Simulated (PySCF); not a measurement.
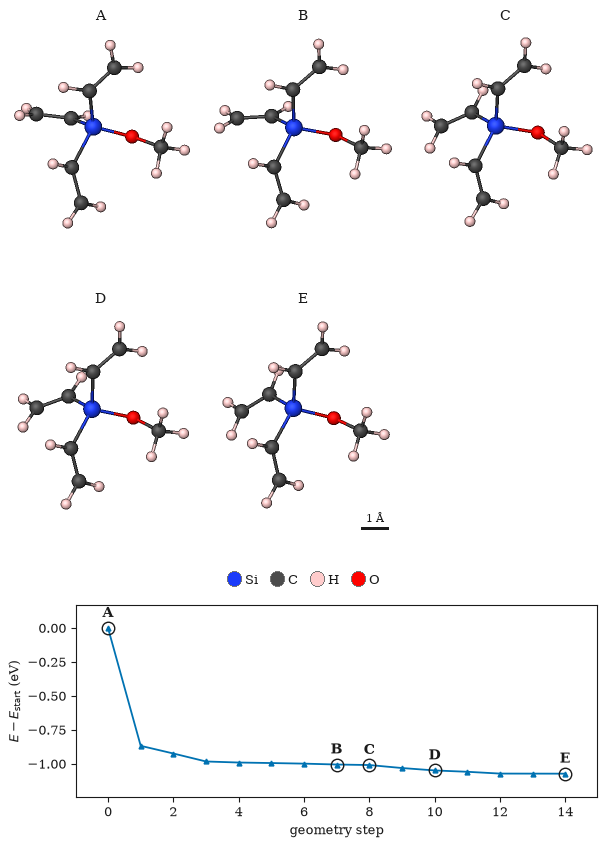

Frames of a relaxation of C$_{7}$H$_{12}$OSi, marked on the history of the run. The picture is a ball-and-stick view, seen at a tilt.

The start comes from GFN2-xTB. Its atoms were then displaced at random by about 0.03 Å.

These are results of PBE0-D3(BJ)/def2-SVP geometry optimisation, gas phase (PySCF 2.14.0, density-fitted response routines), not measurements. 

Question: Describe the path.

Answer: The largest move after the best rigid fit is that of an H atom, 1.54 Å. By element the largest moves are H 1.54 Å, C 0.57 Å, Si 0.16 Å, O 0.06 Å. Near-neighbour distances that change, for instance: C–Si 1.982 → 1.872 Å, C–H 1.000 → 1.096 Å, O–Si 1.581 → 1.672 Å, C–C 1.421 → 1.339 Å. Bond angles that change, for instance: H–C–H 124.4° → 116.1°, C–Si–C 103.1° → 110.1°, C–C–H 115.0° → 121.4°. Groups turn about C–Si by about 55°. After 14 geometry steps the energy has fallen by 1.072 eV. The run took 120 s on 2 threads of AMD EPYC 9R45 96-Core Processor, with other jobs on the host. From step 0 to 7: an H atom moves most (0.49 Å), energy −1.005 eV. From step 7 to 8: an H atom moves most (0.88 Å), energy −0.004 eV. From step 8 to 10: H atoms move most (0.21 Å), energy −0.040 eV. From step 10 to 14: an H atom moves most (0.46 Å), energy −0.024 eV.

```json
{"step": "0", "E − E(0), eV": "0.0000"}
{"step": "1", "E − E(0), eV": "-0.8672"}
{"step": "2", "E − E(0), eV": "-0.9236"}
{"step": "3", "E − E(0), eV": "-0.9824"}
{"step": "4", "E − E(0), eV": "-0.9900"}
{"step": "5", "E − E(0), eV": "-0.9939"}
{"step": "6", "E − E(0), eV": "-0.9982"}
{"step": "7", "E − E(0), eV": "-1.0047"}
{"step": "8", "E − E(0), eV": "-1.0085"}
{"step": "9", "E − E(0), eV": "-1.0306"}
{"step": "10", "E − E(0), eV": "-1.0483"}
{"step": "11", "E − E(0), eV": "-1.0582"}
{"step": "12", "E − E(0), eV": "-1.0714"}
{"step": "13", "E − E(0), eV": "-1.0718"}
{"step": "14", "E − E(0), eV": "-1.0721"}
```
